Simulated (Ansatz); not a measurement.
The calculation's input:

```
crystal:
  periodic: [false, false, false]
  atoms:
    - { symbol: Al, position_ang: [-0.655257, 1.544374, 1.062146] }
    - { symbol: "N", position_ang: [-0.415032, -0.526204, -1.362961] }
    - { symbol: C, position_ang: [0.130907, -0.035093, -2.619619] }
    - { symbol: H, position_ang: [-0.158375, 2.801117, 0.210876] }
    - { symbol: H, position_ang: [-2.087279, 1.354334, 1.76826] }
    - { symbol: H, position_ang: [0.251214, -0.63051, -0.59965] }
    - { symbol: O, position_ang: [0.630073, 0.301767, 1.438277] }
    - { symbol: C, position_ang: [0.62792, -0.749793, 2.405409] }
    - { symbol: H, position_ang: [-1.06743, -1.295193, -1.434739] }
    - { symbol: H, position_ang: [-0.68253, 0.279129, -3.283466] }
    - { symbol: H, position_ang: [0.749269, 0.846953, -2.421972] }
    - { symbol: H, position_ang: [0.750358, -0.768176, -3.163298] }
    - { symbol: H, position_ang: [1.048085, -0.401241, 3.362082] }
    - { symbol: H, position_ang: [-0.383237, -1.149609, 2.600007] }
    - { symbol: H, position_ang: [1.261215, -1.571756, 2.038747] }
basis:
  gaussian: { orbitals: "6-31G" }
hamiltonian:
  xc: pbe0
  dispersion: d4
relax:
  f_tol: 0.03
  max_steps: 50
output:
  orbitals: {}
```

Run with:

```sh
ansatz run input.yaml --threads 1 --pin off --max-ram 2048MiB --backend cpu --events-out ev --progress --plain --runs-dir out
```

The fields are those of the relaxed geometry.

Theory: Ansatz 0.2.0, RKS PBE0-D4/6-31G.

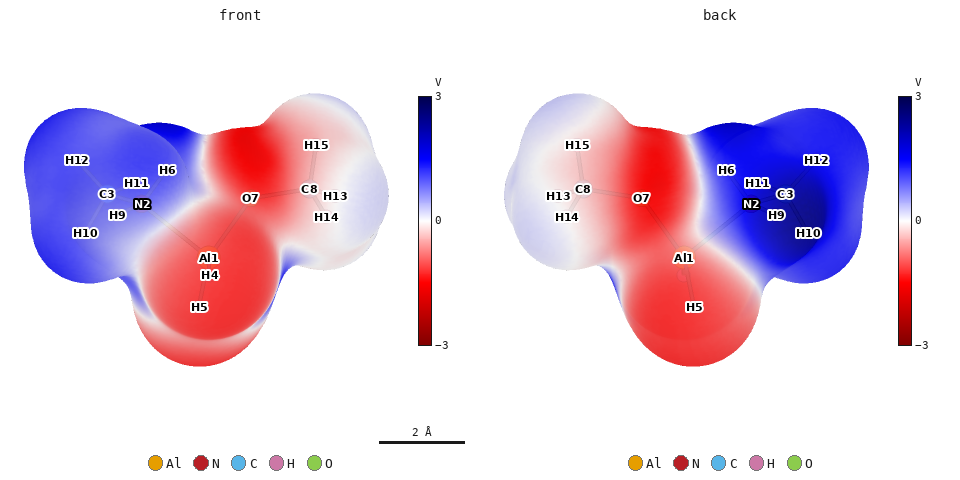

C$_{2}$H$_{10}$AlNO. The molecular electrostatic potential painted on the density surface at 0.002 e/bohr³, seen from the front and from behind; the colour scale runs from red (negative) to blue (positive).

> Which sites attract a positive test charge, and which a negative one?

A positive charge is drawn to the negative regions and a negative charge to the positive ones. The most negative region (about −1.6 V) lies over O7, the most positive (about +2.5 V) over H9. O7 is the likeliest acceptor of a hydrogen bond.
